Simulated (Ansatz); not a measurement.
# Surface energy of Mo(310) slab (26 atoms)

What is the surface energy of this cell, counted against the bulk crystal, and how far does it hang on functional and mesh?

Calculated with Ansatz 0.2.0: Kohn-Sham DFT, PBE, PAW (set soft_2), plane waves; cutoff 420 eV, fermi-dirac smearing of 0.1 eV. Cutoffs: 420 eV for PBE and PBEsol; 500 eV for r2SCAN.

**The cells**

The cell holds 26 atoms: 26 Mo. Its edges and angles: a = 6.320 Å, b = 5.240 Å, c = 26.991 Å, α = 90.0°, β = 90.0°, γ = 107.5°. It derives from Mo. The starting structure: Slab of Mo cut on (3 1 0), 12.0 Å thick, 2 x 1 surface cells, both faces free, 15 Å of vacuum; not relaxed. Lattice constants are starting values near those of PBE. Vacuum lies along c.

The bulk reference is Mo2 in a cell of 2 atoms, 15.777 Å³ an atom.

The input of the single point on the relaxed cell:

```yaml
crystal:
  lattice:
    - [6.32, 0.0, 0.0]
    - [-1.58, 4.9964, 0.0]
    - [0.0, 0.0, 26.99136]
  atoms:
    - { symbol: Mo, position: [0.29555, 0.18161, 0.28589] }
    - { symbol: Mo, position: [0.45288, 0.80975, 0.31463] }
    - { symbol: Mo, position: [0.1005, 0.4008, 0.35083] }
    - { symbol: Mo, position: [0.24928, 0.99724, 0.3897] }
    [... 20 atom lines left out ...]
    - { symbol: Mo, position: [0.94712, 0.79025, 0.68537] }
    - { symbol: Mo, position: [0.60445, 0.41839, 0.71411] }
kpoints:
  mp_grid: { grid: [6, 7, 1] }
hamiltonian:
  xc: pbe
scf:
  occupations: { method: fermi_dirac, width: 0.1 }
output:
  forces: true
  populations: true
  dos:
    method: { smearing: { sigma: 0.08 } }
    de: 0.1
    projected: { site_lists: { Mo: [Mo] } }
  eigenvalues: true
  write_density: true
  write_potential: true
  volumetric_format: npy
```

| cell | formula | k-mesh | relaxation steps | gain on relaxing (eV) | free energy, PBE (eV) | time of its runs on this page |
| --- | --- | --- | --- | --- | --- | --- |
| Mo(310) slab | Mo26 | 6×7×1 (relaxed on 4×5×1) | 5 | 1.15 | -128844.564 | 23 s |
| bulk Mo | Mo2 | 17×17×17 | - | - | -9912.065 | 5.7 s |

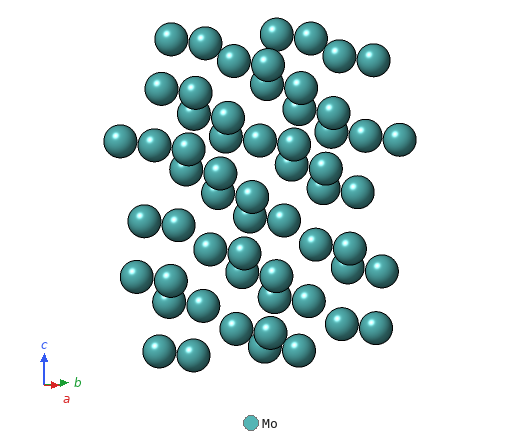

The relaxed cell. 1×2×1 cells are drawn. Some periodic images of atoms are drawn too.

**Surface energy**

The excess is the cell's free energy less 13 times that of the bulk cell. It is divided by twice the area, as the cell holds two faces, so the value is their mean, and they need not be alike (31.58 Å²), with 1 eV/Å² = 16.022 J/m².

| level | k-mesh | excess (eV) | surface energy (J/m²) | per area (meV/Å²) |
| --- | --- | --- | --- | --- |
| PBE | 6×7×1 | 12.283 | 3.116 | 194.5 |
| PBE, denser mesh | 8×9×1 | 12.285 | 3.117 | 194.5 |
| r2SCAN | 6×7×1 | 13.195 | 3.347 | 208.9 |
| PBEsol | 6×7×1 | 13.578 | 3.445 | 215.0 |

Worked for the first row at PBE: (-128844.564) − 13 × (-9912.065) = 12.283 eV (from unrounded energies).

Then 12.283 / (2 × 31.58) × 16.022 = 3.116 J/m².

**Findings**

At PBE the surface energy is 3.12 J/m². At the same geometries the levels give 3.12 (PBE) to 3.44 J/m² (PBEsol) and the denser mesh leaves it within 0.01 J/m². Relaxing the atoms lowered it by 0.291 J/m² from the start (on the 4×5×1 mesh of the relaxation), and the farthest atom moved 0.24 Å.

Limits: The cell edges were held, so the lattice is the typed one for every functional. Cell and bulk are sampled on unlike meshes, and the error grows with the number of atoms subtracted. These are free energies under a smearing of 0.1 eV, whose entropy term isn't removed. In some runs the program notes that the exchange-correlation potential is rough where the density is thin.

[Logs are printed without paths, hosts, clocks, repeated set-up lines and the standing remarks that a program may print on its own settings, such as how far it seeks lower states.]

[Hosts, paths, dates, database ids (printed as entryN), source tags and the programs' standing remarks are cut or masked in the printed files.]
